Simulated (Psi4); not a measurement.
# U-r2SCAN/def2-SV(P) (sweep point 1) run of BHBr (SMILES [BH]Br)

What is the vertical doublet–quartet gap of BHBr at U-r2SCAN/def2-SV(P) (sweep point 1)? 

The results are computed with Psi4 1.11.

## 1. The molecule

The species is BHBr (3 atoms), meant as a doublet with charge 0. SMILES: `[BH]Br`. The coordinates come from a PBE0-D4/def2-TZVP relaxation.

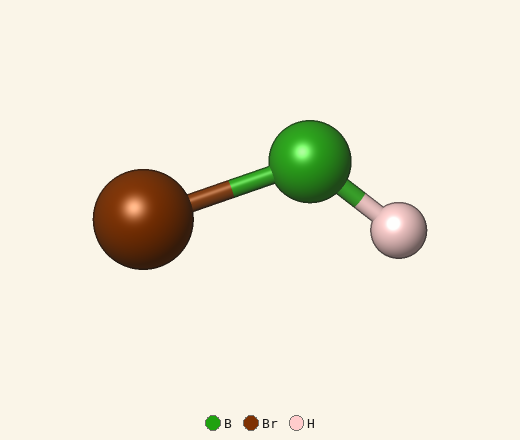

The structure, seen from a chosen angle (boron green, bromine brown, hydrogen pink).

## 2. The energy at U-r2SCAN/def2-SV(P) (sweep point 1)

bbrh.inp reads:

```
memory 1600 MB

molecule molecule1 {
  0 2
  B     -0.17857912    -0.98832676    -0.21864131
  Br     2.23176655     1.06429375     1.34132760
  H     -2.07378545    -0.19842124    -1.14763068
  units bohr
  symmetry c1
}

set globals {
  basis def2-SV(P)
  reference uks
  puream true
  scf_type pk
  dft_radial_points 99
  dft_spherical_points 590
  maxiter 150
}

energy("r2scan")
print_variables()
```

Started as:

```bash
$ psi4 -n 1 bbrh.inp bbrh.out
```

bbrh.out:

```text
[...]
  Running in c1 symmetry.
[...]
  Nuclear repulsion =   58.623728489698934
[...]
  Multiplicity = 2
[...]
  Nalpha       = 21
  Nbeta        = 20
[...]
    Number of basis functions: 48
[...]
   @UKS iter   1: -2598.88892205795992   -1.30950e+00   2.84465e-02 ADIIS/DIIS
[...]
   @UKS iter   9: -2599.18634668346249   -1.32941e-08   7.04291e-07 DIIS
[...]
   @S^2 Observed:                7.536270790E-01
[...]
    Orbital Energies [Eh]
    ---------------------
    Alpha Occupied:
       1A   -482.183507     2A    -62.293897     3A    -56.089624
       4A    -56.088367     5A    -56.087603     6A     -8.652715
       7A     -6.717420     8A     -6.458274     9A     -6.453093
      10A     -6.449765    11A     -2.557097    12A     -2.555828
      13A     -2.553522    14A     -2.549539    15A     -2.549294
      16A     -0.774209    17A     -0.474718    18A     -0.375525
      19A     -0.318585    20A     -0.313053    21A     -0.192163
    Alpha Virtual:
      22A     -0.107634    23A      0.058821    24A      0.145745
      25A      0.155750    26A      0.238871    27A      0.273363
[...]
  @UKS Final Energy: -2599.18634668346249
   => Energetics <=
    Nuclear Repulsion Energy =             58.6237284896989337
    One-Electron Energy =               -3731.3629321235462157
    Two-Electron Energy =                1169.2485037801852741
    DFT Exchange-Correlation Energy =     -95.6956468298005660
    Empirical Dispersion Energy =           0.0000000000000000
    VV10 Nonlocal Energy =                  0.0000000000000000
    Total Energy =                      -2599.1863466834624887
[...]
 Multipole Moments:
 ------------------------------------------------------------------------------------
     Multipole            Electronic (a.u.)      Nuclear  (a.u.)        Total (a.u.)
 ------------------------------------------------------------------------------------
 L = 1.  Multiply by 2.5417464519 to convert [e a0] to [Debye]
 Dipole X            :          2.7490651           -2.8160972           -0.0670321
 Dipole Y            :          0.9624376           -0.7678435            0.1945942
 Dipole Z            :         -0.0000000            0.0000000           -0.0000000
 Magnitude           :                                                    0.2058159
[...]
```

Wall time 6.3 s (1 thread of Intel Xeon 6975P-C (Granite Rapids), shared host); peak memory 0.67 GiB.

## 3. The quartet

job.dat reads:

```
memory 1.6 GB

molecule {
  0 4
  B     -0.17857912    -0.98832676    -0.21864131
  Br     2.23176655     1.06429375     1.34132760
  H     -2.07378545    -0.19842124    -1.14763068
  units bohr
  symmetry c1
}

set reference uks
set puream true
set scf_type pk
set dft_radial_points 99
set dft_spherical_points 590
set maxiter 150

energy_value, wavefunction = energy("r2scan/def2-SV(P)", return_wfn=True)
```

Started as:

```bash
$ psi4 job.dat job.out -n 1
```

job.out:

```text
[...]
  Running in c1 symmetry.
[...]
  Nuclear repulsion =   58.623728489698934
[...]
  Multiplicity = 4
[...]
  Nalpha       = 22
  Nbeta        = 19
[...]
    Number of basis functions: 48
[...]
   @UKS iter   1: -2598.68456773237085   -1.10515e+00   2.73621e-02 DIIS/ADIIS
[...]
   @UKS iter  12: -2599.00524969519256   -3.43971e-09   2.81020e-07 DIIS
[...]
   @S^2 Observed:                3.754813321E+00
[...]
    Orbital Energies [Eh]
    ---------------------
    Alpha Occupied:
       1A   -482.252963     2A    -62.361238     3A    -56.160253
       4A    -56.155699     5A    -56.154189     6A     -8.720750
       7A     -6.650915     8A     -6.532241     9A     -6.520091
      10A     -6.513680    11A     -2.629870    12A     -2.628028
      13A     -2.623100    14A     -2.613963    15A     -2.613625
      16A     -0.835407    17A     -0.498579    18A     -0.401802
      19A     -0.383373    20A     -0.358669    21A     -0.180057
      22A     -0.131383
    Alpha Virtual:
      23A      0.038699    24A      0.137985    25A      0.139752
[...]
  @UKS Final Energy: -2599.00524969519256
   => Energetics <=
    Nuclear Repulsion Energy =             58.6237284896989337
    One-Electron Energy =               -3729.2158007109956088
    Two-Electron Energy =                1167.2721846517467839
    DFT Exchange-Correlation Energy =     -95.6853621256428113
    Empirical Dispersion Energy =           0.0000000000000000
    VV10 Nonlocal Energy =                  0.0000000000000000
    Total Energy =                      -2599.0052496951925605
[...]
 Multipole Moments:
 ------------------------------------------------------------------------------------
     Multipole            Electronic (a.u.)      Nuclear  (a.u.)        Total (a.u.)
 ------------------------------------------------------------------------------------
 L = 1.  Multiply by 2.5417464519 to convert [e a0] to [Debye]
 Dipole X            :          3.4678424           -2.8160972            0.6517452
 Dipole Y            :          1.5840722           -0.7678435            0.8162287
 Dipole Z            :          0.0000000            0.0000000            0.0000000
 Magnitude           :                                                    1.0445100
[...]
```

Run time: 7.8 s. Hardware: 1 thread of Intel Xeon 6975P-C (Granite Rapids), shared host; peak memory 0.67 GiB.

## 4. Outcome

Level: U-r2SCAN/def2-SV(P) (sweep point 1).

```
                                        quantity           value
                           doublet: total energy  -2599.18635 Eh
                          doublet: dipole moment          0.52 D
     doublet: HOMO energy (highest over α and β)        -5.23 eV
      doublet: LUMO energy (lowest over α and β)        -2.93 eV
                                   doublet: ⟨S²⟩           0.754
                           quartet: total energy  -2599.00525 Eh
                          quartet: dipole moment          2.65 D
     quartet: HOMO energy (highest over α and β)        -3.58 eV
                                   quartet: ⟨S²⟩           3.755
vertical energy of the quartet above the doublet        4.928 eV
```

What this shows: At this shape the quartet lies 4.93 eV (114 kcal/mol) above the doublet.
